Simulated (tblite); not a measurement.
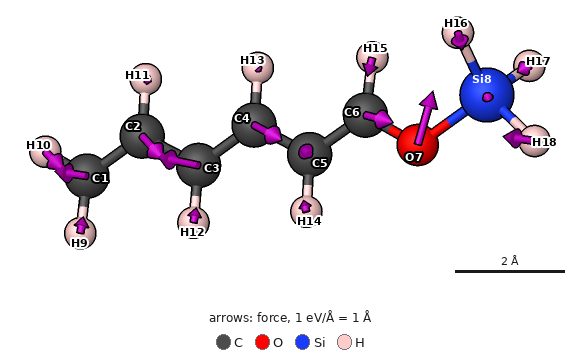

Starting geometry of C₆H₁₀OSi with the computed forces as purple arrows. Style: ball-and-stick. Shown from a free direction.

All numbers below come from GFN2-xTB geometry optimisation, gas phase in tblite 0.8.0. 

> What follows when this structure is relaxed?

It isn't relaxed: the largest force vector, on O7, is 1.05 eV/Å. The final displacements have little in common with the starting forces (cosine between the two patterns 0.24). After 63 geometry steps the energy has fallen by 0.181 eV. The atom that moves furthest after the best rigid fit is H18 (0.46 Å). Largest moves by element: H 0.46 Å, O 0.23 Å, C 0.15 Å, Si 0.06 Å. Near-neighbour distances that change, for instance: O7–Si8 1.670 → 1.628 Å, Si8–H18 1.486 → 1.452 Å, C6–O7 1.375 → 1.342 Å, Si8–H16 1.490 → 1.465 Å. Among the angles between lasting bonds that change: C6–O7–Si8 121.1° → 132.9°, O7–Si8–H18 109.5° → 99.1°, H16–Si8–H18 109.8° → 114.0°. Cost: 0.37 s on 1 thread of Arm Neoverse V2, with other jobs on the host.
